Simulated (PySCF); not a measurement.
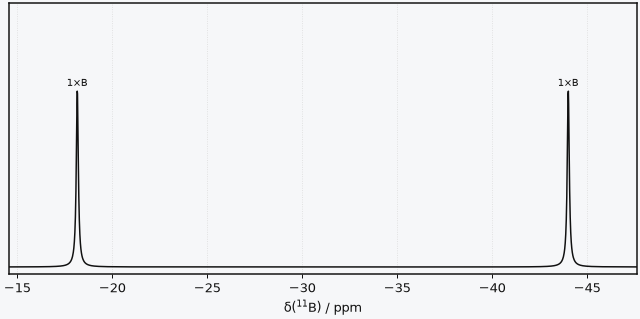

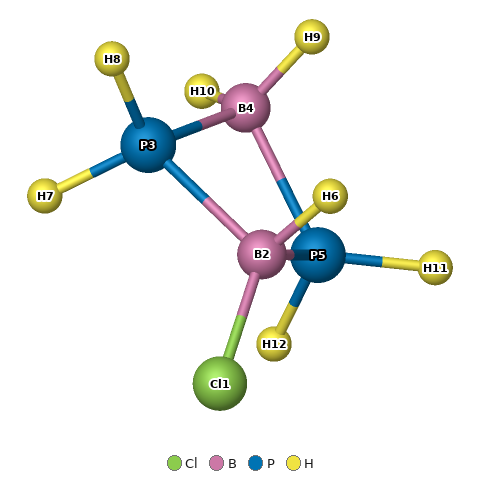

Spectrum and numbered structure of B₂P₂H₇Cl, SMILES Cl[BH-]1[PH2+][BH2-][PH2+]1. GIAO shifts, PBE0/pcSseg-2 with PySCF, at a PBE0-D3(BJ)/def2-SVP geometry (no frequency check), against BF₃.OEt₂ for ¹¹B computed at the same level. Gas phase, fully decoupled, line heights follow the number of nuclei, widths are arbitrary (no quadrupolar broadening); values of one conformer, averaged over methyl-type rotors and exact or near symmetry; other conformers aren't averaged in.

Question: Assign the ¹¹B signals to the numbered atoms.

Answer:
```csv
δ (ppm),nuclei,atoms
−18.2,1,B2
−44.0,1,B4
```
